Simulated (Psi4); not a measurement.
# SiHF: single-point calculation

The run: single-point calculation of SiHF. Method and program: B2PLYP/def2-TZVPPD, RKS (Psi4 1.11).

The geometry comes from this level: PBE0-D4/def2-TZVP.

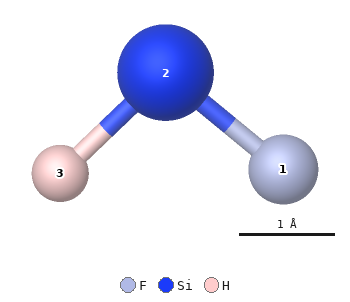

Figure 1. The input geometry (ball-and-stick view, seen on its broad side; atoms are numbered from 1 in the order of the input). Bond lengths as drawn: F–Si 1.61 Å and H–Si 1.54 Å.

**Results in brief**

```json
{"quantity": "outcome", "value": "converged"}
{"quantity": "total energy", "value": "−389.817349 hartree"}
{"quantity": "SCF energy", "value": "−389.701806 hartree"}
{"quantity": "basis functions", "value": "105"}
{"quantity": "HOMO", "value": "−7.99 eV"}
{"quantity": "LUMO", "value": "−1.48 eV"}
{"quantity": "hardware", "value": "1 thread of Intel Xeon (Granite Rapids), 64 GiB of memory available, shared host"}
{"quantity": "wall time", "value": "7.8 s"}
{"quantity": "peak memory", "value": "0.9 GiB"}
```

**Input (input.dat)**
```
memory 2200 MB

molecule geom {
  0 1
  F     -1.090200     0.024400    -0.602300
  Si     0.186800     0.629400     0.173800
  H      0.892400    -0.718600     0.415300
  units angstrom
  symmetry c1
  no_reorient
  no_com
}

set {
  basis def2-TZVPPD
  puream true
  e_convergence 1e-09
  d_convergence 1e-08
  scf_type pk
  dft_radial_points 99
  dft_spherical_points 590
  num_frozen_docc 6
}

energy_value = energy('b2plyp')
```

Command:
```bash
psi4 -i input.dat -o output.dat -n 1
```

**Log**
```
Psi4 1.11 release

   => Loading Basis Set <=

    Name: DEF2-TZVPPD
    Role: ORBITAL
    Keyword: BASIS

         ---------------------------------------------------------
                                   SCF
                              RKS Reference
                        1 Threads,   2098 MiB Core
         ---------------------------------------------------------

  ==> Geometry <==

    Molecular point group: c1
    Full point group: C1

    Geometry (in Angstrom), charge = 0, multiplicity = 1:

       Center              X                  Y                   Z               Mass
    ------------   -----------------  -----------------  -----------------  -----------------
         F           -1.090200000000     0.024400000000    -0.602300000000    18.998403162730
         SI           0.186800000000     0.629400000000     0.173800000000    27.976926534650
         H            0.892400000000    -0.718600000000     0.415300000000     1.007825032230

  Running in c1 symmetry.

  Rotational constants: A =      1.49598  B =      0.51685  C =      0.38414 [cm^-1]
  Rotational constants: A =  44848.24849  B =  15494.82255  C =  11516.08031 [MHz]
  Nuclear repulsion =   48.194575348987868

  Charge       = 0
  Multiplicity = 1
  Electrons    = 24
  Nalpha       = 12
  Nbeta        = 12

  ==> Algorithm <==

  SCF Algorithm Type is PK.
  DIIS enabled.
  MOM disabled.
  Fractional occupation disabled.
  Guess Type is SAD.
  Energy threshold   = 1.00e-09
  Density threshold  = 1.00e-08
  Integral threshold = 1.00e-12

  ==> Primary Basis <==

  Basis Set: DEF2-TZVPPD
    Blend: DEF2-TZVPPD
    Number of shells: 37
    Number of basis functions: 105
    Number of Cartesian functions: 119
    Spherical Harmonics?: true
    Max angular momentum: 3

  ==> DFT Potential <==

   => LibXC <=

    Version 7.1.2

   => Composite Functional: B2PLYP <=

    B2PLYP Double Hybrid Exchange-Correlation Functional

    Deriv               =              1
    GGA                 =           TRUE
    Meta                =          FALSE

    Exchange Hybrid     =           TRUE
    MP2 Hybrid          =           TRUE

   => Exchange Functionals <=

    0.4700     XC_GGA_X_B88

   => Exact (HF) Exchange <=

    0.5300               HF

   => Correlation Functionals <=

    0.7300     XC_GGA_C_LYP

   => MP2 Correlation <=

    0.2700       MP2

   => LibXC Density Thresholds  <==

    XC_GGA_C_LYP:  1.00E-14
    XC_GGA_X_B88:  1.00E-15

   => Molecular Quadrature <=

    Radial Scheme          =       TREUTLER
    Pruning Scheme         =           NONE
    Nuclear Scheme         =       TREUTLER

    Blocking Scheme        =         OCTREE
    BS radius alpha        =              1
    Pruning alpha          =              1
    Radial Points          =             99
    Spherical Points       =            590
    Total Points           =         170482
    Total Blocks           =           1288
    Max Points             =            256
    Max Functions          =            105
    Weights Tolerance      =       1.00E-15

  ==> Integral Setup <==

  Using in-core PK algorithm.
   Calculation information:
      Number of atoms:                   3
      Number of AO shells:              37
      Number of primitives:             61
      Number of atomic orbitals:       119
      Number of basis functions:       105

      Integral cutoff                 1.00e-12
      Number of threads:                 1

  Performing in-core PK
  Using 30974790 doubles for integral storage.
  We computed 242847 shell quartets total.
  Whereas there are 247456 unique shell quartets.

  ==> DiskJK: Disk-Based J/K Matrices <==

    J tasked:                  Yes
    K tasked:                  Yes
    wK tasked:                  No
    Memory [MiB]:             1123
    Schwarz Cutoff:          1E-12

  Cached 100.0% of DFT collocation blocks in 0.439 [GiB].

  Minimum eigenvalue in the overlap matrix is 8.8324879276E-04.
  Reciprocal condition number of the overlap matrix is 1.5076009327E-04.
    Using symmetric orthogonalization.

  ==> Pre-Iterations <==

  SCF Guess: Superposition of Atomic Densities via on-the-fly atomic UHF (no occupation information).

   -------------------------
    Irrep   Nso     Nmo
   -------------------------
     A        105     105
   -------------------------
    Total     105     105
   -------------------------

  ==> Iterations <==

                        Total Energy        Delta E     RMS |[F,P]|

   @RKS iter SAD:  -389.10681928345679   -3.89107e+02   0.00000e+00
   @RKS iter   1:  -389.65520873438595   -5.48389e-01   3.88130e-03 ADIIS/DIIS
   @RKS iter   2:  -389.63904699171371    1.61617e-02   4.48697e-03 ADIIS/DIIS
   @RKS iter   3:  -389.70136351001509   -6.23165e-02   4.13368e-04 ADIIS/DIIS
   @RKS iter   4:  -389.70179600271803   -4.32493e-04   3.63651e-05 DIIS
   @RKS iter   5:  -389.70180577685272   -9.77413e-06   4.85480e-06 DIIS
   @RKS iter   6:  -389.70180607448657   -2.97634e-07   1.53354e-06 DIIS
   @RKS iter   7:  -389.70180608973499   -1.52484e-08   3.57136e-07 DIIS
   @RKS iter   8:  -389.70180609077715   -1.04217e-09   4.36710e-08 DIIS
   @RKS iter   9:  -389.70180609079983   -2.26805e-11   7.99270e-09 DIIS
  Energy and wave function converged.

  ==> Post-Iterations <==

   Electrons on quadrature grid:
      Ntotal   =   23.9999998624 ; deviation = -1.376e-07

    Orbital Energies [Eh]
    ---------------------

    Doubly Occupied:

       1A    -67.285755     2A    -25.358087     3A     -5.677953
       4A     -3.932853     5A     -3.930130     6A     -3.926410
       7A     -1.359397     8A     -0.637721     9A     -0.548008
      10A     -0.538294    11A     -0.476263    12A     -0.293557

    Virtual:

      13A     -0.054564    14A      0.024992    15A      0.047967
      16A      0.083757    17A      0.108155    18A      0.108158
      19A      0.117324    20A      0.132699    21A      0.134288
      22A      0.144203    23A      0.178345    24A      0.208989
      25A      0.217925    26A      0.273242    27A      0.286510
      28A      0.302239    29A      0.317392    30A      0.329697
      31A      0.379023    32A      0.381372    33A      0.410006
      34A      0.413698    35A      0.432677    36A      0.503736
      37A      0.565741    38A      0.580915    39A      0.605919
      40A      0.669729    41A      0.670425    42A      0.691711
      43A      0.737039    44A      0.894748    45A      0.927268
      46A      0.957343    47A      1.001311    48A      1.045877
      49A      1.090180    50A      1.097775    51A      1.105072
      52A      1.128826    53A      1.146562    54A      1.193397
      55A      1.217109    56A      1.240788    57A      1.261366
      58A      1.359689    59A      1.387397    60A      1.438077
      61A      1.521032    62A      1.539686    63A      1.613392
      64A      1.681119    65A      1.803937    66A      2.348233
      67A      2.389697    68A      2.553800    69A      2.554534
      70A      2.825831    71A      2.937737    72A      3.374351
      73A      3.401270    74A      3.499246    75A      3.567036
      76A      3.618228    77A      3.679713    78A      3.805996
      79A      3.967266    80A      4.104152    81A      4.141924
      82A      4.286445    83A      4.545957    84A      4.550618
      85A      4.615808    86A      4.652159    87A      4.746873
      88A      5.356111    89A      6.272910    90A      6.502636
      91A      6.708387    92A      7.068781    93A      7.069219
      94A      7.085289    95A      7.102017    96A      7.203454
      97A      7.227972    98A      7.460218    99A      8.676666
     100A      8.702114   101A      8.821206   102A      8.868803
     103A      9.086322   104A     11.643371   105A     57.779204

    Final Occupation by Irrep:
              A
    DOCC [    12 ]
    NA   [    12 ]
    NB   [    12 ]

  @RKS Final Energy:  -389.70180609079983

   => Energetics <=

    Nuclear Repulsion Energy =             48.1945753489878683
    One-Electron Energy =                -637.0054667576447400
    Two-Electron Energy =                 214.2712724426795035
    DFT Exchange-Correlation Energy =     -15.1621871248225055
    Empirical Dispersion Energy =           0.0000000000000000
    VV10 Nonlocal Energy =                  0.0000000000000000
    Total Energy =                       -389.7018060907998347

Computation Completed

Properties will be evaluated at   0.000000,   0.000000,   0.000000 [a0]

Properties computed using the SCF density matrix

 Multipole Moments:

 ------------------------------------------------------------------------------------
     Multipole            Electronic (a.u.)      Nuclear  (a.u.)        Total (a.u.)
 ------------------------------------------------------------------------------------

 L = 1.  Multiply by 2.5417464519 to convert [e a0] to [Debye]
 Dipole X            :         12.2709363          -11.9132114            0.3577249
 Dipole Y            :        -15.6308815           15.7085374            0.0776559
 Dipole Z            :          5.0679369           -4.8607535            0.2071834
 Magnitude           :                                                    0.4206215

 ------------------------------------------------------------------------------------

	total time  =          7 seconds =       0.12 minutes

   => Loading Basis Set <=

    Name: (DEF2-TZVPPD AUX)
    Role: RIFIT
    Keyword: DF_BASIS_MP2

	 --------------------------------------------------------
	                          DF-MP2
	      2nd-Order Density-Fitted Moller-Plesset Theory
	              RMP2 Wavefunction,   1 Threads

	 --------------------------------------------------------

   => Auxiliary Basis Set <=

  Basis Set: (DEF2-TZVPPD AUX)
    Blend: DEF2-TZVPPD-RI
    Number of shells: 76
    Number of basis functions: 270
    Number of Cartesian functions: 337
    Spherical Harmonics?: true
    Max angular momentum: 4

	 --------------------------------------------------------
	                 NBF =   105, NAUX =   270
	 --------------------------------------------------------
	   CLASS    FOCC     OCC    AOCC    AVIR     VIR    FVIR
	   PAIRS       6      12       6      93      93       0
	 --------------------------------------------------------

	-----------------------------------------------------------
	 ==================> DF-MP2 Energies <====================
	-----------------------------------------------------------
	 Reference Energy          =    -389.7018060907998347 [Eh]
	 Singles Energy            =      -0.0000000000000000 [Eh]
	 Same-Spin Energy          =      -0.1000707006674349 [Eh]
	 Opposite-Spin Energy      =      -0.3278646264194026 [Eh]
	 Correlation Energy        =      -0.4279353270868375 [Eh]
	 Total Energy              =    -390.1297414178866916 [Eh]
	-----------------------------------------------------------
	 ================> DF-SCS-MP2 Energies <==================
	-----------------------------------------------------------
	 SCS Same-Spin Scale       =       0.3333333333333333 [-]
	 SCS Opposite-Spin Scale   =       1.2000000000000000 [-]
	 SCS Same-Spin Energy      =      -0.0333569002224783 [Eh]
	 SCS Opposite-Spin Energy  =      -0.3934375517032830 [Eh]
	 SCS Correlation Energy    =      -0.4267944519257614 [Eh]
	 SCS Total Energy          =    -390.1286005427256214 [Eh]
	-----------------------------------------------------------

    B2PLYP Energy Summary
    ---------------------
    DFT Reference Energy                  =  -389.7018060907998347
    Scaled MP2 Correlation                =    -0.1155425383134461
    @Final double-hybrid DFT total energy =  -389.8173486291132690

	total time  =          0 seconds =       0.00 minutes

    Psi4 run time: 0:00:06.84
```

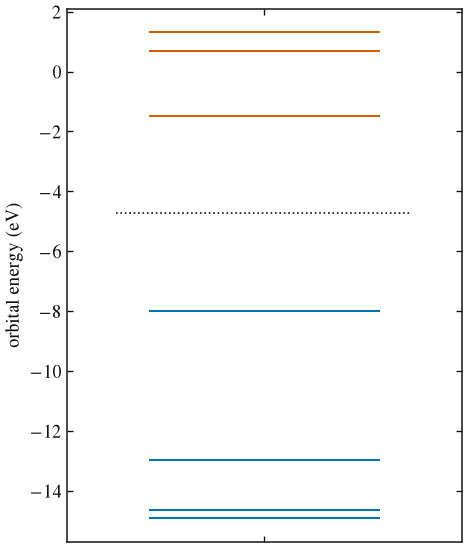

Figure 2. Orbital energies near the frontier; the dotted line parts filled from empty levels, and levels within 0.02 eV of each other stand side by side. Highest filled −7.99 eV, lowest empty −1.48 eV, 6.51 eV apart.
